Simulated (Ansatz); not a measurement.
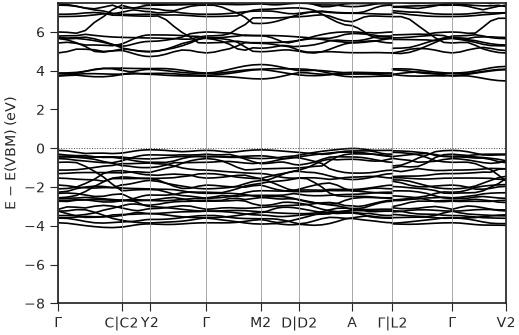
Figure. Band structure from LDA (plane waves, PAW; program Ansatz)

The gap is 3.47 eV; an edge lies off the plotted path or next to a special point (maximum off the standard path, minimum at V2).

The material is Ca3V2O8 in space group C2/m (No. 12; Pearson symbol mS26).

The first step of the workflow began from a Materials Project structure, measured or hypothetical; the Crystallography Open Database copy checked does not list it. Whether it is the stable phase at ambient conditions was not checked. The cell was relaxed with LDA under the symmetry of its start. At this level the phase is dynamically unstable (imaginary phonons). No spin polarisation was allowed. No Hubbard U is applied.

Potentials: the later of the program's two PAW sets.
